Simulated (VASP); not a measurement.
Band structure of ZrS₂ (1T layered). Level of theory: RPBE GGA, VASP's PBE PAW potentials (set 64) (plane waves; VASP).

Without a dispersion term in the relaxation, distances and binding between the weakly bound layers, chains or molecules are unreliable, and so is what depends on them.

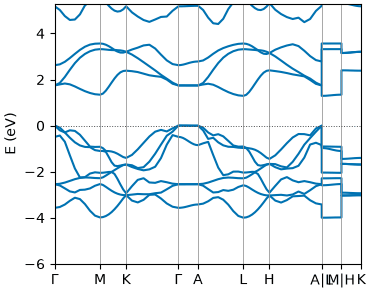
Figure. Bands along high-symmetry lines, zero at the valence-band maximum or, without a gap, the Fermi level

**Question.** Read the plot: is there a gap, and where are the band edges?

**Answer.** The gap is indirect, 1.29 eV, from the valence maximum at Γ to the conduction minimum at L. (Edges off the drawn lines would not show.)

Measured: gap 1.70 eV (computed value off by -0.41 eV), as given by Miłosz Rybak et al., Nanomaterials (2022), arXiv:2210.12074.

The compound is ZrS2 in the 1T layered structure. It was relaxed first, which changed the volume by +32 %.
